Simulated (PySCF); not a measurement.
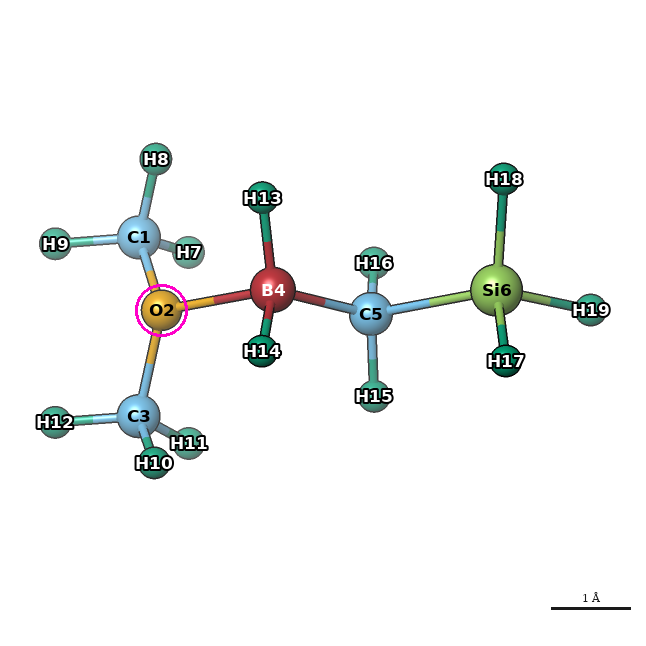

Orthographic view. Distant atoms are faded towards the background colour. Computed geometry: PBE0-D3(BJ)/def2-SVP optimisation. No frequency run is at hand to confirm it as a minimum.

**Which atoms are bonded to the circled atom?**

The circled atom is O2; it is bonded to C1, C3, B4.

**Of C5 and H16, which is nearer the viewer?**

C5; the bond to H16 points away from the viewer, so it looks shorter than its 1.11 Å.

**What is the shortest path along bonds from the circled atom to H17?**

O2–B4–C5–Si6–H17, 4 bonds; through space the two are 4.86 Å apart.

**Which atom is farthest from the viewer?**

H7, 1.9 Å behind the mean position.
